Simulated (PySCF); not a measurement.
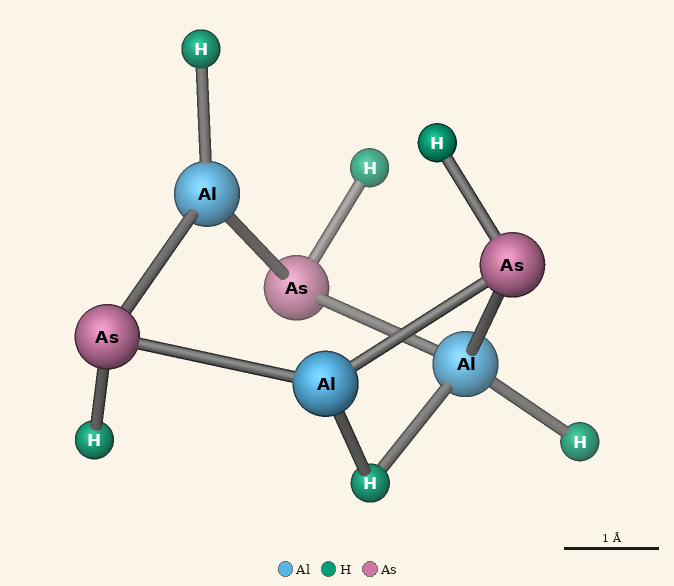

Atoms fade into the background with distance from the viewer. The geometry was computed by an optimisation with PBE0-D3(BJ)/def2-SVP. No frequency run is at hand to confirm it as a minimum. Masses are those of the most abundant isotopes; constants are for the rigid equilibrium geometry.

> Classify the rotor and give the rotational constants (GHz).

An asymmetric top (C1): A = 0.580, B = 0.539, C = 0.316 GHz. Ray's parameter κ is 0.69, nearer the oblate limit.
